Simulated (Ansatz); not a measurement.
# The cluster Al2N+: structure and electronic state

What does the cluster Al2N+ look like as a singlet, and where do its frontier electrons sit?

The runs use Ansatz 0.2.0, Gaussian basis; RKS PBE0-D4/def2-TZVP.

Levels to be run: relaxation at PBE0-D4/def2-TZVP; a single point at PBE0-D4/def2-TZVP.

1 further run of the same task is left out (set aside as unsound or not needed).

## Step 1: The starting structure

3 atoms, charge 1, spin multiplicity 1.

Atoms are counted from 1 here; the program's logs count them from 0.

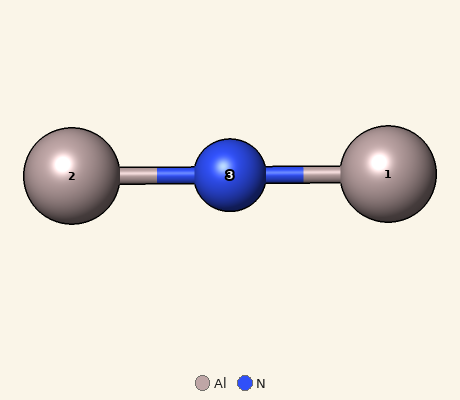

As it starts; aluminium light grey, nitrogen blue; atoms are numbered from 1 in the order of the file.

Geometry (Å):

```xyz
3

Al    1.14649    0.64851    1.12294
Al   -1.14760   -0.64846   -1.12197
N     0.00111   -0.00004   -0.00098
```

The ion is computed in the gas phase, without counter-ions or solvent.

The start is a GFN2-xTB geometry.

## Step 2: Optimising with PBE0-D4/def2-TZVP

Input file in.yaml:

```yaml
crystal:
  periodic: [false, false, false]
  atoms:
    - {symbol: Al, position_ang: [1.146490, 0.648510, 1.122940]}
    - {symbol: Al, position_ang: [-1.147600, -0.648460, -1.121970]}
    - {symbol: N, position_ang: [0.001110, -0.000040, -0.000980]}
basis:
  gaussian: {orbitals: def2-TZVP}
total_charge: 1
hamiltonian: {xc: pbe0, dispersion: d4}
scf: {omitted_lower_state_checks: [starts]}
output: {orbitals: {seedname: orbitals}}
relax: {f_tol: 0.02, max_steps: 100}
```

Command:

```sh
$ ansatz run in.yaml --threads 4 --pin off --events-out ev --progress --plain --max-ram 3916MiB
```

After this run come: Single point, PBE0-D4/def2-TZVP.

Q: Predict the results of all the runs planned. Wanted: point group; commonest bond; HOMO, LUMO at PBE0-D4/def2-TZVP.

**Answer**, as computed:

| quantity | value |
| --- | --- |
| point group | D∞h |
| commonest bond | Al–N, 2 of mean length 1.700 Å |
| HOMO, LUMO at PBE0-D4/def2-TZVP | -12.02, -9.90 eV |

What this shows: The molecule keeps its bonding pattern by the stored test; the atoms moved 0.03 Å (rms). No usable vibrations, so a minimum isn't proven. Whether this spin is the lowest isn't tested here.
